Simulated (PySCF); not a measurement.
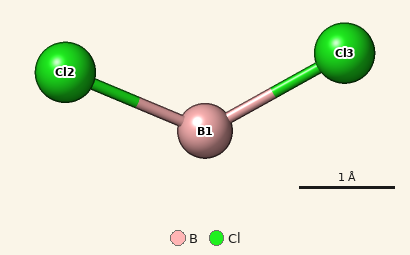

The starting structure (ball-and-stick view, seen at a tilt; atoms are numbered from 1 in the order of the input). Bond lengths as drawn: B–Cl 1.70 Å.

## BCl2: geometry relaxation

System: BCl2, multiplicity 2, SMILES Cl[B]Cl.
Method: PBE0-D3(BJ)/def2-SVP geometry optimisation, gas phase (PySCF 2.14.0).

## Output
```
step   0  E = -944.61019183  max force = 0.019973
step   1  E = -944.61158295  max force = 0.003983
step   2  E = -944.61164638  max force = 0.000389
step   3  E = -944.61164725  max force = 0.000042
optimisation converged
```

## Trajectory as extended XYZ (Å, eV, eV/Å), 4 frames, from step=0 to step=3
```
3
Properties=species:S:1:pos:R:3:forces:R:3 step=0 energy=-25704.15257
B     0.0307    0.0301   -0.0169   -0.3121  -0.5589   0.0037
Cl   -0.8490    1.4795   -0.0166   -0.7150   0.7841   0.0017
Cl    1.7260    0.0019   -0.0262    1.0270  -0.2253  -0.0053
3
Properties=species:S:1:pos:R:3:forces:R:3 step=1 energy=-25704.19042
B     0.0336    0.0396   -0.0163    0.0707   0.1323  -0.0007
Cl   -0.8981    1.5046   -0.0156    0.1342  -0.1627   0.0000
Cl    1.7677   -0.0321   -0.0262   -0.2048   0.0303   0.0008
3
Properties=species:S:1:pos:R:3:forces:R:3 step=2 energy=-25704.19215
B     0.0332    0.0403   -0.0163    0.0063   0.0116   0.0000
Cl   -0.8897    1.5025   -0.0154    0.0137  -0.0130   0.0002
Cl    1.7605   -0.0309   -0.0267   -0.0200   0.0014  -0.0002
3
Properties=species:S:1:pos:R:3:forces:R:3 step=3 energy=-25704.19217
B     0.0322    0.0408   -0.0162   -0.0018   0.0001   0.0001
Cl   -0.8868    1.5047   -0.0149    0.0011   0.0021   0.0003
Cl    1.7587   -0.0336   -0.0272    0.0008  -0.0022  -0.0004
```

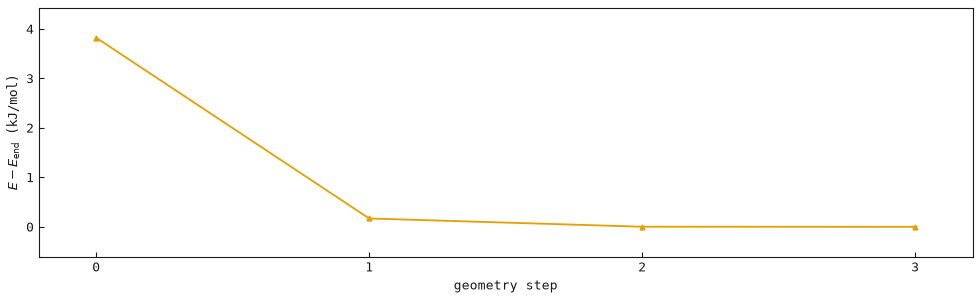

Progress of the relaxation, step by step (steps are counted from 0).

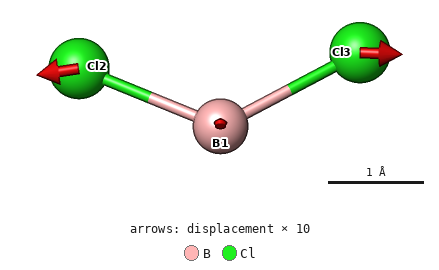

The starting structure with the displacements as red arrows, magnified 10 times (ball-and-stick view, seen at a tilt). The two geometries are laid on each other by the best rigid fit. After 3 geometry steps the energy has fallen by 3.82 kJ/mol. Largest force component: 1 eV/Å at the start, 0.0022 eV/Å at the end. The largest moves after the best rigid fit, 0.046 Å, are those of Cl2 and Cl3. Largest moves by element: Cl 0.046 Å, B 0.011 Å. Among the contacts that change: B1–Cl2 1.695 → 1.728 Å. Among the angles that change: Cl2–B1–Cl3 122.2° → 124.6°. (Atoms are counted from 1 in the order of the input.)

This output came from the following input.

## Input
```
{"job": {"xc": "PBE0", "basis": "def2-SVP", "d3": "d3bj", "grid": 1, "kind": "geom"}, "charge": 0, "multiplicity": 2}
B      0.030675     0.030092    -0.016934
Cl    -0.848993     1.479458    -0.016632
Cl     1.726030     0.001882    -0.026221
```

The first line tells a small driver script what to run in PySCF; the rest is the geometry in Å.

Command:
```bash
OMP_NUM_THREADS=1 python <driver script> task.json out
```

## Summary

```tsv
quantity	value
outcome	converged
total energy	−944.611647 hartree
⟨S²⟩	0.753
dipole moment	0.41 D
point group	C2v
hardware	1 CPU thread, shared host
wall time	3.7 s
peak memory	0.3 GiB
```
